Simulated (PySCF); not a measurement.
# C9H6LiO9: the cost of one run

Programs: PySCF 2.14.0, with routines of our own; each step states its level. All values are computed. Atoms count from 0.

1 further run of the same task is left out (for a known fault of the program).

## 1. The starting structure

25 atoms, charge 1, multiplicity 1; geometry from: GFN2-xTB.

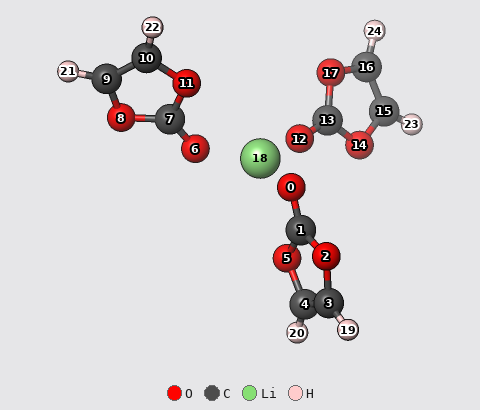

The starting geometry (oxygen red, carbon dark grey, lithium green, hydrogen pink); sticks join atoms by distance alone.

## 2. Electronic excitations: TDDFT CAM-B3LYP/6-31G*

What the job is given:

```
{"job": {"kind": "uv", "basis": "6-31G*", "grid": 1, "kgrid": 0, "vcut": null, "nstates": 3, "ntriplets": 2, "tda": false, "delta": ["ip_vertical"], "pop": false, "xc": "CAM-B3LYP"}, "charge": 1, "multiplicity": 1}
O     -0.755304    -0.748457    -0.980293
C     -1.763372    -1.396743    -0.904232
O     -2.154760    -2.321049    -1.772001
C     -3.344679    -2.816590    -1.317722
C     -3.653630    -2.182941    -0.183268
O     -2.656218    -1.282848     0.082226
O      0.573770     0.240372     1.651844
C      1.768559     0.214848     1.792954
O      2.402143    -0.030811     2.934078
C      3.741141     0.037932     2.668546
C      3.892473     0.323231     1.372284
O      2.647771     0.436568     0.816385
O     -1.320400     2.111328    -0.108070
C     -1.737592     3.184694    -0.461483
O     -3.019080     3.467496    -0.688734
C     -3.075482     4.778690    -1.073722
C     -1.830497     5.263532    -1.071811
O     -0.985774     4.260095    -0.685611
Li    -0.519805     0.567407     0.266458
H     -3.817897    -3.583017    -1.895797
H     -4.473521    -2.248482     0.502130
H      4.423168    -0.130500     3.476021
H      4.744134     0.463687     0.739583
H     -4.034388     5.194806    -1.303472
H     -1.407320     6.219582    -1.299704
```

Method: TDDFT CAM-B3LYP/6-31G*, vertical, gas phase, core orbitals frozen in the response.

Run with:

```console
$ OMP_NUM_THREADS=1 python large_run.py task.json out
```

One launch serves the whole session: the jobs run in the order shown.

**Question.** How long does this first job take on 1 thread of Arm Neoverse V1, shared host, and how much memory does it need?

About 2.6 min, with a peak of 0.59 GiB.
